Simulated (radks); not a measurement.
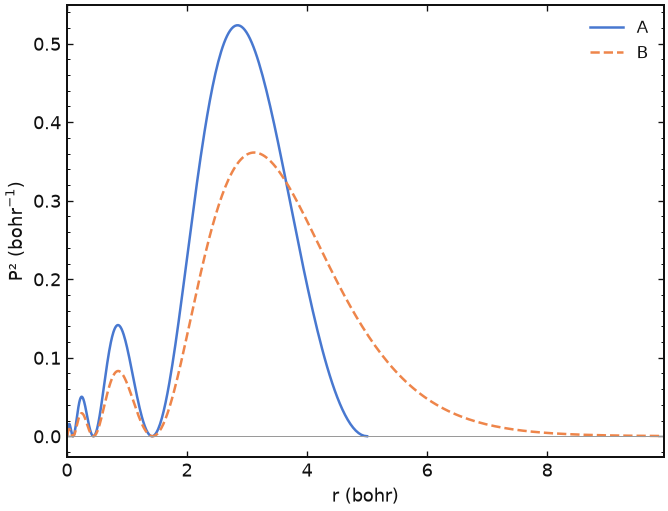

The Ca⁺ ion in [Ar] 4s1 (high spin) was computed in two surroundings: the hard spherical wall at 12 bohr; the hard spherical wall at 5 bohr. The calculation used the in-house radial solver radks at this level: non-relativistic Kohn-Sham, LDA (Slater exchange, Perdew-Wang correlation), spin-polarised, spherical densities, point nucleus.

The plot shows P² of the 4s up orbital in both runs.

### Which curve belongs to which run?

A is the hard spherical wall at 5 bohr (⟨r⟩ = 2.82 bohr, eigenvalue −6.29 eV); B is the hard spherical wall at 12 bohr (⟨r⟩ = 3.55 bohr, eigenvalue −9.46 eV). The tighter surroundings squeeze the orbital.
